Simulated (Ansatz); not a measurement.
# GaSi (quartet): wave-function methods side by side at distance Si1–Ga2 = 6.616 Å, cc-pVDZ

Aim: climb from Hartree-Fock through coupled cluster and multireference methods for GaSi (quartet) at one geometry and basis, and see what each rung misses.

The runs use Ansatz 0.2.0, Gaussian basis; cc-pVDZ, core rule «outside noble gas», up to 19 orbitals frozen.

Plan: UHF; CCSD(T) on ROHF; CCSD(T) on UHF; BCCD(T) on ROHF; CISD as a restricted active space (open shells left free, so some higher excitations enter); CCSDT(Q) on ROHF; CCSDT(Q) on UHF; CASSCF and MRCISD+Q, 5 electrons in 5 orbitals; CASSCF and NEVPT2, 5 electrons in 5 orbitals; CASSCF and MRCISD+Q, 7 electrons in 8 orbitals; CASSCF and NEVPT2, 7 electrons in 8 orbitals; Full CI.

23 further runs of the same task are left out: 2 for a known fault of the program, 18 that didn't finish, 3 set aside as unsound or not needed. Runs told in other sessions of the task aren't counted.

## (1) What is computed

The geometry derives from a PBE0/def2-TZVP stationary point (not a proven minimum). One bond is set to the value named and the two fragments are kept rigid. No spin-orbit coupling is included. The filled d shell of Ga may be among the frozen orbitals whatever the setting's name suggests.

2 atoms, charge 0, spin multiplicity 4.

Atoms are counted from 1 here; the program's logs count them from 0.

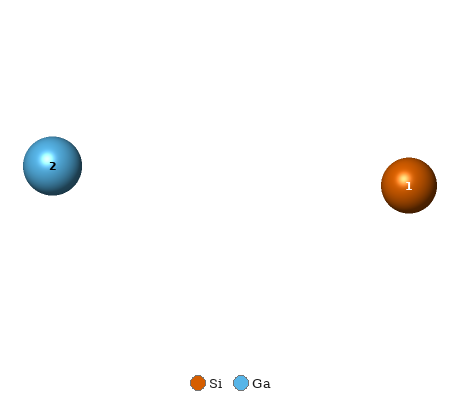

The geometry (silicon orange, gallium blue); atoms are numbered from 1 in the order of the file.

In the tables R marks a restricted open-shell determinant and U an unrestricted one; 'pair' is the active space of 5 electrons in 5 orbitals; 'valence' is the active space of 7 electrons in 8 orbitals; energies count from the table's Hartree-Fock row.

## (2) UHF

The input, in.yaml:

```yaml
crystal:
  periodic: [false, false, false]
  atoms:
    - {symbol: Si, position_ang: [0.000000, 0.000000, 0.000000]}
    - {symbol: Ga, position_ang: [0.000000, 0.000000, 6.616000]}
basis:
  gaussian: {orbitals: cc-pVDZ}
magnetization: {spin_polarized: true, initial_magnetization: 3}
hamiltonian: {xc: hf}
output: {orbitals: {seedname: orbitals}}
```

Started as:

```console
$ ansatz run in.yaml --threads 1 --pin off --events-out ev --progress --plain --max-ram 2393MiB
```

What it wrote:

```text
Functional definition: HF
  name "HF"
  cite "Fock, Z. Phys. 61, 126 (1930) doi:10.1007/BF01340294"
  parent pbe
  exchange = exact_x
  correlation = 0
509 factors; integrals over basis functions are off by at most 2.0e-4 eV
mean field evaluation 1: about -60189.2268 eV, gradient 7.4e0 eV
mean field evaluation 2: about -60189.2344 eV, gradient 7.2e0 eV
mean field evaluation 4: about -60189.6511 eV, gradient 4.7e0 eV
mean field evaluation 8: about -60189.0729 eV, gradient 8.9e0 eV
mean field evaluation 16: about -60192.7487 eV, gradient 9.7e-3 eV
mean field evaluation 32: about -60192.7392 eV, gradient 6.5e-1 eV
mean field evaluation 64: about -60192.7376 eV, gradient 2.0e-2 eV
mean field evaluation 96: about -60192.7314 eV, gradient 1.6e-3 eV
mean field evaluation 128: about -60192.3683 eV, gradient 4.7e0 eV
mean field evaluation 160: about -60192.7314 eV, gradient 1.2e-2 eV
mean field evaluation 192: about -60189.2268 eV, gradient 7.4e0 eV
mean field evaluation 224: about -60190.3661 eV, gradient 3.5e-6 eV
mean field -60192.74870206 eV, -2212.0427146901 hartree, gradient 6.2e-6 eV, S^2 3.770909; 5 other end points of the search recorded, 0 dependent functions left out
reference -60192.74870206 eV, -2212.0427146901 hartree; 24, 21 occupied and 21, 24 virtual orbitals, 509 factors
Total energy: -60192.74870206 eV, -2212.0427146901 hartree
```

Run time: 3.3 s. Hardware: 1 thread of Arm Neoverse V1, shared host.

From the report: ⟨S²⟩ of the determinant 3.771 (pure quartet: 3.75).

## (3) CCSD(T) on ROHF

The input, in.yaml:

```yaml
crystal:
  periodic: [false, false, false]
  atoms:
    - {symbol: Si, position_ang: [0.000000, 0.000000, 0.000000]}
    - {symbol: Ga, position_ang: [0.000000, 0.000000, 6.616000]}
basis:
  gaussian: {orbitals: cc-pVDZ}
magnetization: {spin_polarized: false, initial_magnetization: 3}
correlation: {method: ccsd_t, electrons: outside_noble_gas}
```

The command is unchanged.

What it wrote (excerpt; [...] marks lines left out):

```text
Functional definition: HF
  name "HF"
  cite "Fock, Z. Phys. 61, 126 (1930) doi:10.1007/BF01340294"
  parent pbe
[...]
509 factors; integrals over basis functions are off by at most 2.0e-4 eV
[...]
mean field -60192.57239707 eV, -2212.0362356014 hartree, gradient 2.7e-6 eV, S^2 3.750000; 28 other end points of the search recorded, 0 dependent functions left out
[...]
determinant -60192.57239707 eV, -2212.0362356014 hartree, with singles and doubles -60195.66746754 eV, -2212.1499773431 hartree
determinant -60192.56464799 eV, -2212.0359508280 hartree, with singles and doubles -60195.65985987 eV, -2212.1496977664 hartree
determinant -60192.56205835 eV, -2212.0358556605 hartree, with singles and doubles -60195.65754520 eV, -2212.1496127039 hartree
determinant -60192.55496378 eV, -2212.0355949398 hartree, with singles and doubles -60195.65125698 eV, -2212.1493816162 hartree
[...]
determinant -60192.56464799 eV, -2212.0359508280 hartree, with singles and doubles -60195.66036714 eV, -2212.1497164082 hartree
determinant -60192.56205835 eV, -2212.0358556605 hartree, with singles and doubles -60195.65810876 eV, -2212.1496334145 hartree
determinant -60192.55496378 eV, -2212.0355949398 hartree, with singles and doubles -60195.65186324 eV, -2212.1494038959 hartree
determinant -60192.55443898 eV, -2212.0355756537 hartree, with singles and doubles -60195.65173946 eV, -2212.1493993468 hartree
19 core orbitals not correlated: weight in the atoms' cores, before any rotation towards them, 1.000 or more for the frozen orbitals, at most 0.000 for the correlated occupied ones
reference -60192.57239707 eV, -2212.0362356014 hartree; 5, 2 occupied and 21, 24 virtual orbitals, 509 factors
second order -2.07193938 eV of doubles, -0.10495119 eV of singles
cycle   1  -3.09494282 eV  change    6.2e-7 eV  update   2.2e-6
perturbative correction -0.04572314 eV, -0.0016802946 hartree
Total energy: -60195.71306303 eV, -2212.1516529467 hartree
```

Run time: 19 s. Hardware: 1 thread of Arm Neoverse V1, shared host.

From the report: correlation -3.1407 eV; T1 0.022; largest double amplitude 0.11.

## (4) CCSD(T) on UHF

Changes to in.yaml since step 3:

```diff
@@ -7,3 +7,3 @@
   gaussian: {orbitals: cc-pVDZ}
-magnetization: {spin_polarized: false, initial_magnetization: 3}
+magnetization: {spin_polarized: true, initial_magnetization: 3}
 correlation: {method: ccsd_t, electrons: outside_noble_gas}
```

The command is unchanged.

What it wrote (excerpt; [...] marks lines left out):

```text
Functional definition: HF
  name "HF"
  cite "Fock, Z. Phys. 61, 126 (1930) doi:10.1007/BF01340294"
  parent pbe
[...]
509 factors; integrals over basis functions are off by at most 2.0e-4 eV
[...]
mean field -60192.74870206 eV, -2212.0427146901 hartree, gradient 9.7e-7 eV, S^2 3.770909; 41 other end points of the search recorded, 0 dependent functions left out
determinant -60192.74870206 eV, -2212.0427146901 hartree, with singles and doubles -60195.67674528 eV, -2212.1503182939 hartree
determinant -60192.74132898 eV, -2212.0424437347 hartree, with singles and doubles -60195.66898499 eV, -2212.1500331086 hartree
determinant -60192.74131087 eV, -2212.0424430691 hartree, with singles and doubles -60195.66896834 eV, -2212.1500324965 hartree
determinant -60192.73881882 eV, -2212.0423514878 hartree, with singles and doubles -60195.66665836 eV, -2212.1499476062 hartree
[...]
determinant -60192.73881882 eV, -2212.0423514878 hartree, with singles and doubles -60195.66741033 eV, -2212.1499752406 hartree
determinant -60192.73880004 eV, -2212.0423507977 hartree, with singles and doubles -60195.66738696 eV, -2212.1499743821 hartree
determinant -60192.73193039 eV, -2212.0420983427 hartree, with singles and doubles -60195.66114648 eV, -2212.1497450486 hartree
determinant -60192.73136436 eV, -2212.0420775415 hartree, with singles and doubles -60195.66103099 eV, -2212.1497408044 hartree
19 core orbitals not correlated: weight in the atoms' cores, before any rotation towards them, 1.000 or more for the frozen orbitals, at most 0.000 for the correlated occupied ones
reference -60192.74870206 eV, -2212.0427146901 hartree; 5, 2 occupied and 21, 24 virtual orbitals, 509 factors
second order -2.01274541 eV of doubles, -0.00000000 eV of singles
cycle   1  -2.92788528 eV  change   -2.5e-7 eV  update   3.0e-6
perturbative correction -0.04080707 eV, -0.0014996321 hartree
Total energy: -60195.71739440 eV, -2212.1518121215 hartree
```

Run time: 28 s. Hardware: 1 thread of Arm Neoverse V1, shared host.

From the report: ⟨S²⟩ of the determinant 3.771 (pure quartet: 3.75); correlation -2.9687 eV; T1 0.010; largest double amplitude 0.11.

## (5) BCCD(T) on ROHF

The input, in.yaml:

```yaml
crystal:
  periodic: [false, false, false]
  atoms:
    - {symbol: Si, position_ang: [0.000000, 0.000000, 0.000000]}
    - {symbol: Ga, position_ang: [0.000000, 0.000000, 6.616000]}
basis:
  gaussian: {orbitals: cc-pVDZ}
magnetization: {spin_polarized: false, initial_magnetization: 3}
correlation: {method: bccd_t, electrons: outside_noble_gas}
```

The command is unchanged.

What it wrote (excerpt; [...] marks lines left out):

```text
Functional definition: HF
  name "HF"
  cite "Fock, Z. Phys. 61, 126 (1930) doi:10.1007/BF01340294"
  parent pbe
[...]
509 factors; integrals over basis functions are off by at most 2.0e-4 eV
[...]
mean field -60192.57239707 eV, -2212.0362356014 hartree, gradient 2.7e-6 eV, S^2 3.750000; 28 other end points of the search recorded, 0 dependent functions left out
[...]
determinant -60192.57239707 eV, -2212.0362356014 hartree, with singles and doubles -60195.66746754 eV, -2212.1499773431 hartree
determinant -60192.56464799 eV, -2212.0359508280 hartree, with singles and doubles -60195.65985987 eV, -2212.1496977664 hartree
determinant -60192.56205835 eV, -2212.0358556605 hartree, with singles and doubles -60195.65754520 eV, -2212.1496127039 hartree
determinant -60192.55496378 eV, -2212.0355949398 hartree, with singles and doubles -60195.65125698 eV, -2212.1493816162 hartree
[...]
determinant -60192.56205835 eV, -2212.0358556605 hartree, with singles and doubles -60195.65810876 eV, -2212.1496334145 hartree
determinant -60192.55496378 eV, -2212.0355949398 hartree, with singles and doubles -60195.65186324 eV, -2212.1494038959 hartree
determinant -60192.55443898 eV, -2212.0355756537 hartree, with singles and doubles -60195.65173946 eV, -2212.1493993468 hartree
19 core orbitals not correlated: weight in the atoms' cores, before any rotation towards them, 1.000 or more for the frozen orbitals, at most 0.000 for the correlated occupied ones
reference -60192.57239707 eV, -2212.0362356014 hartree; 5, 2 occupied and 21, 24 virtual orbitals, 509 factors
second order -2.07193938 eV of doubles, -0.10495119 eV of singles
cycle   1  -3.09949605 eV  change   -4.6e-3 eV  update   1.8e-3
[...]
cycle   8  -3.09770309 eV  change   -5.4e-7 eV  update   5.5e-6
perturbative correction -0.04317173 eV, -0.0015865318 hartree
Total energy: -60195.71327190 eV, -2212.1516606223 hartree
```

Wall time 19 s (1 thread of Arm Neoverse V1, shared host).

From the report: correlation -3.1409 eV; largest double amplitude 0.11.

## (6) CISD as a restricted active space (open shells left free, so some higher excitations enter)

Changes to in.yaml since step 5:

```diff
@@ -8,2 +8,2 @@
 magnetization: {spin_polarized: false, initial_magnetization: 3}
-correlation: {method: bccd_t, electrons: outside_noble_gas}
+correlation: {active_space: {ras: {orbitals: [2, 3, 21], electrons: 7, max_holes: 2, max_particles: 2}, fixed_orbitals: true}}
```

The command is unchanged.

What it wrote (excerpt; [...] marks lines left out):

```text
Functional definition: HF
  name "HF"
  cite "Fock, Z. Phys. 61, 126 (1930) doi:10.1007/BF01340294"
  parent pbe
[...]
509 factors; integrals over basis functions are off by at most 2.0e-4 eV
[...]
mean field -60192.57239707 eV, -2212.0362356014 hartree, gradient 2.7e-6 eV, S^2 3.750000; 25 other end points of the search recorded, 0 dependent functions left out
reference -60192.57239707 eV, -2212.0362356014 hartree; 24, 21 occupied and 21, 24 virtual orbitals, 509 factors
state -60195.49825199 eV, -2212.1437587866 hartree
Total energy: -60195.49825199 eV, -2212.1437587866 hartree
```

Wall time 7 s (1 thread of Arm Neoverse V1, shared host).

From the report: 6,478 determinants.

## (7) CCSDT(Q) on ROHF

Changes to in.yaml since step 6:

```diff
@@ -8,2 +8,2 @@
 magnetization: {spin_polarized: false, initial_magnetization: 3}
-correlation: {active_space: {ras: {orbitals: [2, 3, 21], electrons: 7, max_holes: 2, max_particles: 2}, fixed_orbitals: true}}
+correlation: {method: ccsdt_q, electrons: outside_noble_gas}
```

Same command.

What it wrote (excerpt; [...] marks lines left out):

```text
Functional definition: HF
  name "HF"
  cite "Fock, Z. Phys. 61, 126 (1930) doi:10.1007/BF01340294"
  parent pbe
[...]
805 factors; integrals over basis functions are off by at most 2.2e-7 eV
[...]
mean field -60192.57241329 eV, -2212.0362361975 hartree, gradient 3.0e-6 eV, S^2 3.750000; 26 other end points of the search recorded, 0 dependent functions left out
[...]
determinant -60192.57241329 eV, -2212.0362361975 hartree, with singles and doubles -60195.66749067 eV, -2212.1499781934 hartree
determinant -60192.56465652 eV, -2212.0359511413 hartree, with singles and doubles -60195.65987583 eV, -2212.1496983530 hartree
determinant -60192.56206630 eV, -2212.0358559527 hartree, with singles and doubles -60195.65756050 eV, -2212.1496132661 hartree
determinant -60192.55496774 eV, -2212.0355950852 hartree, with singles and doubles -60195.65126840 eV, -2212.1493820356 hartree
[...]
determinant -60192.56206630 eV, -2212.0358559527 hartree, with singles and doubles -60195.65812388 eV, -2212.1496339700 hartree
determinant -60192.55496774 eV, -2212.0355950852 hartree, with singles and doubles -60195.65187435 eV, -2212.1494043041 hartree
determinant -60192.55448128 eV, -2212.0355772080 hartree, with singles and doubles -60195.65178654 eV, -2212.1494010771 hartree
[...]
19 core orbitals not correlated: weight in the atoms' cores, before any rotation towards them, 1.000 or more for the frozen orbitals, at most 0.000 for the correlated occupied ones
reference -60192.57241329 eV, -2212.0362361975 hartree; 5, 2 occupied and 21, 24 virtual orbitals, 805 factors
second order -2.07194798 eV of doubles, -0.10495126 eV of singles
cycle   1  -2.80407877 eV  change   -6.3e-1 eV  update   8.0e-2
[...]
cycle  30  -3.15940130 eV  change   -4.4e-8 eV  update   5.6e-7
perturbative correction -0.00123229 eV, -0.0000452858 hartree
Total energy: -60195.73304688 eV, -2212.1523873395 hartree
```

Wall time 28 s (1 thread of Arm Neoverse V1, shared host).

From the report: correlation -3.1606 eV; T1 0.022; largest double amplitude 0.11.

## (8) CCSDT(Q) on UHF

Changes to in.yaml since step 7:

```diff
@@ -7,3 +7,3 @@
   gaussian: {orbitals: cc-pVDZ}
-magnetization: {spin_polarized: false, initial_magnetization: 3}
+magnetization: {spin_polarized: true, initial_magnetization: 3}
 correlation: {method: ccsdt_q, electrons: outside_noble_gas}
```

Same command.

What it wrote (excerpt; [...] marks lines left out):

```text
Functional definition: HF
  name "HF"
  cite "Fock, Z. Phys. 61, 126 (1930) doi:10.1007/BF01340294"
  parent pbe
[...]
805 factors; integrals over basis functions are off by at most 2.2e-7 eV
[...]
mean field -60192.74871878 eV, -2212.0427153048 hartree, gradient 9.6e-7 eV, S^2 3.770909; 39 other end points of the search recorded, 0 dependent functions left out
determinant -60192.74871878 eV, -2212.0427153048 hartree, with singles and doubles -60195.67676841 eV, -2212.1503191439 hartree
determinant -60192.74133826 eV, -2212.0424440757 hartree, with singles and doubles -60195.66900084 eV, -2212.1500336910 hartree
determinant -60192.73880965 eV, -2212.0423511510 hartree, with singles and doubles -60195.66665690 eV, -2212.1499475528 hartree
determinant -60192.73193519 eV, -2212.0420985192 hartree, with singles and doubles -60195.66034756 eV, -2212.1497156888 hartree
[...]
determinant -60192.73880965 eV, -2212.0423511510 hartree, with singles and doubles -60195.66740299 eV, -2212.1499749711 hartree
determinant -60192.73193519 eV, -2212.0420985192 hartree, with singles and doubles -60195.66115786 eV, -2212.1497454667 hartree
determinant -60192.73140654 eV, -2212.0420790914 hartree, with singles and doubles -60195.66107781 eV, -2212.1497425251 hartree
19 core orbitals not correlated: weight in the atoms' cores, before any rotation towards them, 1.000 or more for the frozen orbitals, at most 0.000 for the correlated occupied ones
reference -60192.74871878 eV, -2212.0427153048 hartree; 5, 2 occupied and 21, 24 virtual orbitals, 805 factors
second order -2.01275353 eV of doubles, -0.00000000 eV of singles
cycle   1  -2.61784088 eV  change   -6.1e-1 eV  update   8.0e-2
[...]
cycle  32  -2.98624314 eV  change    9.7e-9 eV  update   6.9e-7
perturbative correction -0.00114382 eV, -0.0000420346 hartree
Total energy: -60195.73610574 eV, -2212.1524997504 hartree
```

Run time: 46 s. Hardware: 1 thread of Arm Neoverse V1, shared host.

From the report: ⟨S²⟩ of the determinant 3.771 (pure quartet: 3.75); correlation -2.9874 eV; T1 0.010; largest double amplitude 0.11.

## (9) CASSCF and MRCISD+Q, 5 electrons in 5 orbitals

The input, in.yaml:

```yaml
crystal:
  periodic: [false, false, false]
  atoms:
    - {symbol: Si, position_ang: [0.000000, 0.000000, 0.000000]}
    - {symbol: Ga, position_ang: [0.000000, 0.000000, 6.616000]}
basis:
  gaussian: {orbitals: cc-pVDZ}
magnetization: {spin_polarized: false, initial_magnetization: 3}
correlation: {method: fic_mrcisd_q, electrons: outside_noble_gas, active_space: {window: {electrons: 5, orbitals: 5}}}
```

Same command.

What it wrote (excerpt; [...] marks lines left out):

```text
Functional definition: HF
  name "HF"
  cite "Fock, Z. Phys. 61, 126 (1930) doi:10.1007/BF01340294"
  parent pbe
[...]
509 factors; integrals over basis functions are off by at most 2.0e-4 eV
[...]
mean field -60192.57239707 eV, -2212.0362356014 hartree, gradient 2.7e-6 eV, S^2 3.750000; 25 other end points of the search recorded, 0 dependent functions left out
reference -60192.57239707 eV, -2212.0362356014 hartree; 24, 21 occupied and 21, 24 virtual orbitals, 509 factors
state -60192.93780828 eV, -2212.0496642155 hartree
contracted CI cycle   1: correlation 0.00000000 eV, 0.0000000000 hartree, residual 8.58e0 eV
contracted CI cycle   2: correlation -2.49697293 eV, -0.0917620626 hartree, residual 1.56e0 eV
contracted CI cycle   3: correlation -2.57558993 eV, -0.0946511840 hartree, residual 2.62e-1 eV
contracted CI cycle   4: correlation -2.57809764 eV, -0.0947433408 hartree, residual 6.42e-2 eV
[...]
contracted CI cycle   6: correlation -2.63122862 eV, -0.0966958682 hartree, residual 7.51e-3 eV
contracted CI cycle   7: correlation -2.63123084 eV, -0.0966959500 hartree, residual 2.47e-3 eV
contracted CI cycle   8: correlation -2.63123124 eV, -0.0966959645 hartree, residual 1.70e-3 eV
contracted CI cycle   9: correlation -2.63123148 eV, -0.0966959734 hartree, residual 1.35e-3 eV
contracted CI cycle  10: correlation -2.63123156 eV, -0.0966959762 hartree, residual 5.93e-4 eV
state -60192.90572775 eV, -2212.0484852778 hartree; corrected -60195.80081963 eV, -2212.1548779422 hartree
state -60192.90572775 eV, -2212.0484852778 hartree; corrected -60195.80081963 eV, -2212.1548779422 hartree
the orbitals are reached from a further start. From the first start the search ends at -60192.93779571 eV, -2212.0496637537 hartree
WARN: the results are in doubt because another end's mean lies 0.032 eV lower, and its corrected mean 0.029 eV higher
Total energy: -60195.80081963 eV, -2212.1548779422 hartree
In doubt: another end's mean lies 0.032 eV lower, and its corrected mean 0.029 eV higher
```

It took 50 s on 1 thread of Arm Neoverse V1, shared host.

From the report: 12 determinants; active occupations 1.96, 1.00, 1.00, 1.00, 0.04. The program marks this result as in doubt; its last lines say why.

## (10) CASSCF and NEVPT2, 5 electrons in 5 orbitals

Changes to in.yaml since step 9:

```diff
@@ -8,2 +8,2 @@
 magnetization: {spin_polarized: false, initial_magnetization: 3}
-correlation: {method: fic_mrcisd_q, electrons: outside_noble_gas, active_space: {window: {electrons: 5, orbitals: 5}}}
+correlation: {method: sc_nevpt2, electrons: outside_noble_gas, active_space: {window: {electrons: 5, orbitals: 5}}}
```

Launched as before.

What it wrote (excerpt; [...] marks lines left out):

```text
Functional definition: HF
  name "HF"
  cite "Fock, Z. Phys. 61, 126 (1930) doi:10.1007/BF01340294"
  parent pbe
[...]
509 factors; integrals over basis functions are off by at most 2.0e-4 eV
[...]
mean field -60192.57239707 eV, -2212.0362356014 hartree, gradient 2.7e-6 eV, S^2 3.750000; 25 other end points of the search recorded, 0 dependent functions left out
reference -60192.57239707 eV, -2212.0362356014 hartree; 24, 21 occupied and 21, 24 virtual orbitals, 509 factors
state -60192.93780828 eV, -2212.0496642155 hartree
state -60192.93780828 eV, -2212.0496642155 hartree; corrected -60194.86711535 eV, -2212.1205649426 hartree
state -60192.90572775 eV, -2212.0484852778 hartree
state -60192.90572775 eV, -2212.0484852778 hartree; corrected -60194.83184691 eV, -2212.1192688515 hartree
state -60192.93780828 eV, -2212.0496642155 hartree; corrected -60194.86711535 eV, -2212.1205649426 hartree
Total energy: -60194.86711535 eV, -2212.1205649426 hartree
```

It took 50 s on 1 thread of Arm Neoverse V1, shared host.

From the report: 13 determinants; active occupations 1.96, 1.00, 1.00, 1.00, 0.04.

[end of part 1 of 2]
